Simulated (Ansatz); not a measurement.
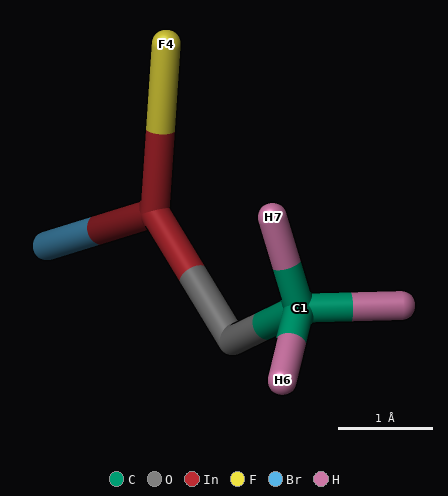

**Figure 1.** The input geometry (stick view, seen at a tilt; atoms are numbered from 1 in the order of the input). Sticks mark near contacts.

Run report: CH3BrFInO, molecular dynamics (part 1 of 3)

CH3BrFInO, SMILES C[O][In]([F])[Br], computed with RKS PBE/def2-SVP (Ansatz 0.2.0).

The geometry comes from this level: PBE0-D4/def2-TZVP. Figures and captions count atoms from 1; the log counts them from 0 in places.

## The input
```yaml
crystal:
  periodic: [false, false, false]
  atoms:
    - {symbol: C, position_ang: [-0.321314, -0.556007, 1.234415]}
    - {symbol: O, position_ang: [-0.173285, 0.680862, 0.565205]}
    - {symbol: In, position_ang: [0.330596, 0.759293, -1.323076]}
    - {symbol: F, position_ang: [0.751846, -0.973711, -2.092797]}
    - {symbol: Br, position_ang: [0.508937, 2.746694, -2.690751]}
    - {symbol: H, position_ang: [0.038320, -0.433313, 2.260693]}
    - {symbol: H, position_ang: [0.241332, -1.374946, 0.772937]}
    - {symbol: H, position_ang: [-1.376451, -0.848873, 1.273375]}
basis:
  gaussian: {orbitals: def2-SVP}
hamiltonian: {xc: {name: PBE}}
md: {timestep: 1 fs, n_steps: 50, ensemble: nvt_langevin, temperature: 500, initial_velocities: maxwell_boltzmann, friction: 0.01, seed: 723}
```

Run on 4 threads of Arm Neoverse V1, 23 GiB of memory available, shared host.

Command:
```bash
ansatz run in.yaml --threads 4 --pin off --events-out ev --progress --plain --max-ram 10444MiB
```

## What the program printed
```
Functional definition: PBE
  name "PBE"
  cite "Perdew, Burke & Ernzerhof, Phys. Rev. Lett. 77, 3865 (1996) doi:10.1103/PhysRevLett.77.3865"
  parent pbe
  parameter kappa = 0.804
  parameter beta = 0.06672455060314922
  exchange = pbe_x(kappa = kappa, mu = beta*pi^2/3)
  correlation = pbe_c(beta = beta)
1284 factors; their error is unknown
mean field evaluation 1: about -81031.8670 eV, gradient 7.0e1 eV
mean field evaluation 2: about -80909.4169 eV, gradient 2.1e2 eV
mean field evaluation 4: about -81041.3418 eV, gradient 2.2e1 eV
mean field evaluation 8: about -81042.1751 eV, gradient 3.3e-1 eV
mean field evaluation 16: about -81042.0904 eV, gradient 1.3e-3 eV
mean field -81042.09043413 eV, -2978.2418911526 hartree, gradient 6.4e-5 eV, S^2 0.000000; 0 other end points of the search recorded, 0 dependent functions left out
the calculation of the forces begins
reference -81042.09048144 eV, -2978.2418928911 hartree; 41, 41 occupied and 74, 74 virtual orbitals, 1284 factors
md step     0: t =     0.00 fs  T =   437.5 K  F+E_penalty+E_count = -81042.09043413 eV  E_kin = 0.452410 eV  (28 SCF iters)
these checks for a lower state are left out or cut short: starts, cluster_reference, orbital_swaps, neighbouring_geometries, increment
1284 factors; their error is unknown
mean field -81042.05907221 eV, -2978.2407386232 hartree, gradient 1.7e-5 eV, S^2 0.000000; 0 other end points of the search recorded, 0 dependent functions left out
the calculation of the forces begins
reference -81042.05911957 eV, -2978.2407403634 hartree; 41, 41 occupied and 74, 74 virtual orbitals, 1284 factors
md step     1: t =     1.00 fs  T =   402.9 K  F+E_penalty+E_count = -81042.05907221 eV  E_kin = 0.416633 eV  (31 SCF iters)
[... from here on the SCF iterations and repeated set-up lines of each step are left out, up to the last step ...]
md step     2: t =     2.00 fs  T =   382.7 K  F+E_penalty+E_count = -81042.00874284 eV  E_kin = 0.395728 eV  (31 SCF iters)
md step     3: t =     3.00 fs  T =   323.8 K  F+E_penalty+E_count = -81041.97333502 eV  E_kin = 0.334841 eV  (31 SCF iters)
md step     4: t =     4.00 fs  T =   323.1 K  F+E_penalty+E_count = -81041.95874668 eV  E_kin = 0.334071 eV  (31 SCF iters)
md step     5: t =     5.00 fs  T =   282.7 K  F+E_penalty+E_count = -81041.94715559 eV  E_kin = 0.292378 eV  (31 SCF iters)
md step     6: t =     6.00 fs  T =   257.6 K  F+E_penalty+E_count = -81041.92350279 eV  E_kin = 0.266340 eV  (30 SCF iters)
md step     7: t =     7.00 fs  T =   243.0 K  F+E_penalty+E_count = -81041.88983771 eV  E_kin = 0.251319 eV  (31 SCF iters)
md step     8: t =     8.00 fs  T =   194.3 K  F+E_penalty+E_count = -81041.86750075 eV  E_kin = 0.200915 eV  (31 SCF iters)
md step     9: t =     9.00 fs  T =   223.0 K  F+E_penalty+E_count = -81041.88742093 eV  E_kin = 0.230565 eV  (31 SCF iters)
md step    10: t =    10.00 fs  T =   258.0 K  F+E_penalty+E_count = -81041.93398797 eV  E_kin = 0.266834 eV  (31 SCF iters)
md step    11: t =    11.00 fs  T =   281.9 K  F+E_penalty+E_count = -81041.95280716 eV  E_kin = 0.291457 eV  (32 SCF iters)
md step    12: t =    12.00 fs  T =   248.8 K  F+E_penalty+E_count = -81041.92312645 eV  E_kin = 0.257258 eV  (31 SCF iters)
md step    13: t =    13.00 fs  T =   225.2 K  F+E_penalty+E_count = -81041.89209281 eV  E_kin = 0.232858 eV  (31 SCF iters)
md step    14: t =    14.00 fs  T =   244.3 K  F+E_penalty+E_count = -81041.90684094 eV  E_kin = 0.252660 eV  (32 SCF iters)
md step    15: t =    15.00 fs  T =   252.9 K  F+E_penalty+E_count = -81041.94433602 eV  E_kin = 0.261469 eV  (32 SCF iters)
md step    16: t =    16.00 fs  T =   266.6 K  F+E_penalty+E_count = -81041.96638294 eV  E_kin = 0.275706 eV  (32 SCF iters)
md step    17: t =    17.00 fs  T =   259.2 K  F+E_penalty+E_count = -81041.96898276 eV  E_kin = 0.268005 eV  (32 SCF iters)
md step    18: t =    18.00 fs  T =   268.0 K  F+E_penalty+E_count = -81041.97228053 eV  E_kin = 0.277160 eV  (29 SCF iters)
md step    19: t =    19.00 fs  T =   284.4 K  F+E_penalty+E_count = -81041.98836811 eV  E_kin = 0.294083 eV  (31 SCF iters)
md step    20: t =    20.00 fs  T =   308.7 K  F+E_penalty+E_count = -81042.01951506 eV  E_kin = 0.319218 eV  (31 SCF iters)
md step    21: t =    21.00 fs  T =   366.8 K  F+E_penalty+E_count = -81042.05335091 eV  E_kin = 0.379283 eV  (32 SCF iters)
md step    22: t =    22.00 fs  T =   379.7 K  F+E_penalty+E_count = -81042.06387819 eV  E_kin = 0.392635 eV  (32 SCF iters)
md step    23: t =    23.00 fs  T =   413.5 K  F+E_penalty+E_count = -81042.04216221 eV  E_kin = 0.427573 eV  (32 SCF iters)
md step    24: t =    24.00 fs  T =   385.9 K  F+E_penalty+E_count = -81042.02411444 eV  E_kin = 0.399076 eV  (32 SCF iters)
md step    25: t =    25.00 fs  T =   437.4 K  F+E_penalty+E_count = -81042.03833098 eV  E_kin = 0.452285 eV  (32 SCF iters)
md step    26: t =    26.00 fs  T =   403.3 K  F+E_penalty+E_count = -81042.05441443 eV  E_kin = 0.417074 eV  (32 SCF iters)
md step    27: t =    27.00 fs  T =   390.6 K  F+E_penalty+E_count = -81042.05467959 eV  E_kin = 0.403961 eV  (32 SCF iters)
md step    28: t =    28.00 fs  T =   368.0 K  F+E_penalty+E_count = -81042.04218504 eV  E_kin = 0.380590 eV  (32 SCF iters)
md step    29: t =    29.00 fs  T =   353.4 K  F+E_penalty+E_count = -81042.02123087 eV  E_kin = 0.365419 eV  (32 SCF iters)
md step    30: t =    30.00 fs  T =   359.5 K  F+E_penalty+E_count = -81042.00066239 eV  E_kin = 0.371721 eV  (32 SCF iters)
md step    31: t =    31.00 fs  T =   362.7 K  F+E_penalty+E_count = -81041.99132567 eV  E_kin = 0.375075 eV  (31 SCF iters)
md step    32: t =    32.00 fs  T =   376.2 K  F+E_penalty+E_count = -81041.98419137 eV  E_kin = 0.388985 eV  (32 SCF iters)
md step    33: t =    33.00 fs  T =   334.4 K  F+E_penalty+E_count = -81041.95495395 eV  E_kin = 0.345806 eV  (31 SCF iters)
md step    34: t =    34.00 fs  T =   283.9 K  F+E_penalty+E_count = -81041.91100573 eV  E_kin = 0.293589 eV  (31 SCF iters)
md step    35: t =    35.00 fs  T =   273.1 K  F+E_penalty+E_count = -81041.88332184 eV  E_kin = 0.282433 eV  (31 SCF iters)
md step    36: t =    36.00 fs  T =   269.6 K  F+E_penalty+E_count = -81041.87731850 eV  E_kin = 0.278752 eV  (31 SCF iters)
md step    37: t =    37.00 fs  T =   251.2 K  F+E_penalty+E_count = -81041.86507880 eV  E_kin = 0.259809 eV  (30 SCF iters)
md step    38: t =    38.00 fs  T =   259.1 K  F+E_penalty+E_count = -81041.84688150 eV  E_kin = 0.267940 eV  (33 SCF iters)
md step    39: t =    39.00 fs  T =   230.6 K  F+E_penalty+E_count = -81041.84202612 eV  E_kin = 0.238449 eV  (33 SCF iters)
md step    40: t =    40.00 fs  T =   264.3 K  F+E_penalty+E_count = -81041.85687254 eV  E_kin = 0.273277 eV  (32 SCF iters)
md step    41: t =    41.00 fs  T =   232.7 K  F+E_penalty+E_count = -81041.87411562 eV  E_kin = 0.240585 eV  (32 SCF iters)
md step    42: t =    42.00 fs  T =   299.8 K  F+E_penalty+E_count = -81041.88445183 eV  E_kin = 0.309988 eV  (32 SCF iters)
md step    43: t =    43.00 fs  T =   292.7 K  F+E_penalty+E_count = -81041.86410854 eV  E_kin = 0.302689 eV  (32 SCF iters)
md step    44: t =    44.00 fs  T =   274.4 K  F+E_penalty+E_count = -81041.83236799 eV  E_kin = 0.283780 eV  (32 SCF iters)
md step    45: t =    45.00 fs  T =   235.9 K  F+E_penalty+E_count = -81041.81036342 eV  E_kin = 0.243991 eV  (31 SCF iters)
md step    46: t =    46.00 fs  T =   228.5 K  F+E_penalty+E_count = -81041.79915605 eV  E_kin = 0.236288 eV  (31 SCF iters)
md step    47: t =    47.00 fs  T =   238.9 K  F+E_penalty+E_count = -81041.78321326 eV  E_kin = 0.247004 eV  (32 SCF iters)
md step    48: t =    48.00 fs  T =   226.8 K  F+E_penalty+E_count = -81041.74690523 eV  E_kin = 0.234489 eV  (33 SCF iters)
md step    49: t =    49.00 fs  T =   220.3 K  F+E_penalty+E_count = -81041.71542104 eV  E_kin = 0.227833 eV  (33 SCF iters)
these checks for a lower state are left out or cut short: starts, cluster_reference, orbital_swaps, neighbouring_geometries, increment
1284 factors; their error is unknown
mean field -81041.71624793 eV, -2978.2281400631 hartree, gradient 9.8e-6 eV, S^2 0.000000; 0 other end points of the search recorded, 0 dependent functions left out
the calculation of the forces begins
reference -81041.71629423 eV, -2978.2281417647 hartree; 41, 41 occupied and 74, 74 virtual orbitals, 1284 factors
1284 factors; their error is unknown
mean field evaluation 416: about -81032.0075 eV, gradient 6.8e1 eV
mean field -81041.71624793 eV, -2978.2281400631 hartree, gradient 9.7e-6 eV, S^2 0.000000; 1 other end points of the search recorded, 0 dependent functions left out
the calculation of the forces begins
reference -81041.71629423 eV, -2978.2281417647 hartree; 41, 41 occupied and 74, 74 virtual orbitals, 1284 factors
md step    50: t =    50.00 fs  T =   209.8 K  F+E_penalty+E_count = -81041.71624793 eV  E_kin = 0.216940 eV  (30 SCF iters)
```

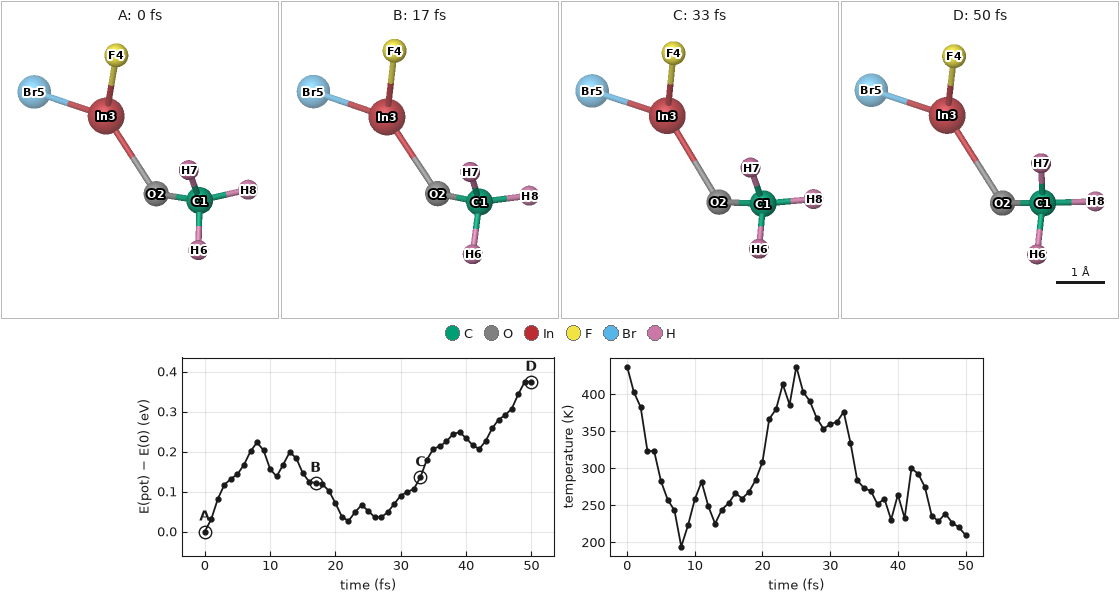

**Figure 2.** Frames of the molecular dynamics (ball-and-stick, seen at a tilt) above the curves, on which the letters mark them. The trajectory kept here has 51 frames over 50 fs. The temperature starts at 438 K, ranges from 194 to 438 K and averages 295 K over the second half. The potential energy ends 0.374 eV above its first value. After an unweighted best fit of the last frame on the first, the root-mean-square displacement is 0.16 Å.

```
Total energy: -81041.71629423 eV, -2978.2281417647 hartree
Atom 0 at    -0.126265    -0.802668     1.273995 Å, force    -1.456202    -0.449629     2.182135 eV/Å
Atom 1 at    -0.077095     0.503078     0.796677 Å, force     0.657671     0.693894    -2.708954 eV/Å
Atom 2 at     0.347225     0.729258    -1.354367 Å, force    -0.558709     0.790614     2.256332 eV/Å
Atom 3 at     0.843746    -0.934991    -2.196126 Å, force     0.236678    -0.965843    -0.439230 eV/Å
Atom 4 at     0.489980     2.814506    -2.701360 Å, force    -0.045972    -0.051721     0.104900 eV/Å
Atom 5 at     0.416455    -0.748603     2.315491 Å, force    -0.417874    -0.690557    -1.457679 eV/Å
Atom 6 at     0.180787    -1.670134     0.622128 Å, force     0.453768     0.551461     0.262554 eV/Å
Atom 7 at    -1.235711    -1.059043     1.539492 Å, force     1.130641     0.121781    -0.200057 eV/Å
Dipole moment:    -0.090717     0.004624     0.095118 e Å
```

## Trajectory as extended XYZ (Å, eV, eV/Å), 51 frames, from step=0 to step=50
```
8
Properties=species:S:1:pos:R:3:forces:R:3 step=0 time_fs=0.0 energy=-81042.09043 temperature=437.5
C    -0.3213   -0.5560    1.2344    0.0518   0.3321  -0.2660
O    -0.1733    0.6809    0.5652   -0.2214   0.3295   0.8561
In    0.3306    0.7593   -1.3231    0.0325   0.2308  -0.3220
F     0.7518   -0.9737   -2.0928    0.2008  -0.7722  -0.3564
Br    0.5089    2.7467   -2.6908    0.0463   0.5511  -0.3559
H     0.0383   -0.4333    2.2607    0.1812   0.0217   0.5772
H     0.2413   -1.3749    0.7729    0.2768  -0.4743  -0.2075
H    -1.3765   -0.8489    1.2734   -0.5681  -0.2187   0.0745
8
Properties=species:S:1:pos:R:3:forces:R:3 step=1 time_fs=1.0 energy=-81042.05907 temperature=402.9
C    -0.3140   -0.5514    1.2401   -0.7889  -0.3355  -1.3283
O    -0.1658    0.6777    0.5557   -0.4169   0.2461   1.2269
In    0.3302    0.7600   -1.3210    0.1384   0.0717  -0.6755
F     0.7531   -0.9770   -2.1010    0.1598  -0.6029  -0.2844
Br    0.5069    2.7469   -2.6905    0.0448   0.5392  -0.3460
H     0.0401   -0.4293    2.2391    0.5754   0.1618   1.4899
H     0.2376   -1.3825    0.7647    0.1713  -0.2381  -0.0333
H    -1.3848   -0.8782    1.3019    0.1160   0.1578  -0.0494
8
Properties=species:S:1:pos:R:3:forces:R:3 step=2 time_fs=2.0 energy=-81042.00874 temperature=382.7
C    -0.3076   -0.5471    1.2447   -1.2392  -0.9672  -1.8330
O    -0.1584    0.6740    0.5466   -0.6129   0.1741   1.6101
In    0.3299    0.7611   -1.3188    0.2461  -0.0858  -1.0428
F     0.7542   -0.9806   -2.1091    0.1182  -0.4311  -0.2086
Br    0.5049    2.7471   -2.6905    0.0436   0.5279  -0.3364
H     0.0483   -0.4235    2.2339    0.7407   0.2121   1.7743
H     0.2374   -1.3905    0.7524    0.0204   0.0582   0.2062
H    -1.3928   -0.9077    1.3284    0.6830   0.5119  -0.1699
8
Properties=species:S:1:pos:R:3:forces:R:3 step=3 time_fs=3.0 energy=-81041.97334 temperature=323.8
C    -0.3023   -0.5438    1.2484   -1.1904  -1.3477  -1.6073
O    -0.1512    0.6705    0.5383   -0.8029   0.0982   1.9989
In    0.3298    0.7624   -1.3166    0.3500  -0.2279  -1.4063
F     0.7548   -0.9842   -2.1164    0.0798  -0.2721  -0.1368
Br    0.5026    2.7472   -2.6909    0.0429   0.5179  -0.3280
H     0.0642   -0.4169    2.2450    0.6217   0.1646   1.3303
H     0.2387   -1.3957    0.7412   -0.0875   0.2825   0.4111
H    -1.3938   -0.9339    1.3513    0.9865   0.7845  -0.2620
8
Properties=species:S:1:pos:R:3:forces:R:3 step=4 time_fs=4.0 energy=-81041.95875 temperature=323.1
C    -0.2974   -0.5423    1.2516   -0.7812  -1.3575  -0.9044
O    -0.1446    0.6675    0.5313   -0.9648   0.0198   2.3416
In    0.3298    0.7636   -1.3145    0.4471  -0.3639  -1.7406
F     0.7558   -0.9884   -2.1231    0.0419  -0.1177  -0.0654
Br    0.4999    2.7472   -2.6913    0.0424   0.5096  -0.3219
H     0.0881   -0.4085    2.2659    0.3242   0.0504   0.4945
H     0.2378   -1.3962    0.7355   -0.0744   0.3328   0.4946
H    -1.3822   -0.9514    1.3696    0.9647   0.9264  -0.2985
8
Properties=species:S:1:pos:R:3:forces:R:3 step=5 time_fs=5.0 energy=-81041.94716 temperature=282.7
C    -0.2931   -0.5431    1.2542   -0.1906  -1.0235  -0.0360
O    -0.1388    0.6647    0.5258   -1.0871  -0.0672   2.6253
In    0.3298    0.7643   -1.3124    0.5368  -0.4953  -2.0408
F     0.7568   -0.9935   -2.1299    0.0038   0.0366   0.0072
Br    0.4976    2.7471   -2.6921    0.0418   0.4983  -0.3147
H     0.1182   -0.3999    2.2904   -0.0459  -0.0871  -0.3973
H     0.2356   -1.3928    0.7377    0.0397   0.2090   0.4363
H    -1.3628   -0.9568    1.3840    0.7014   0.9291  -0.2799
```
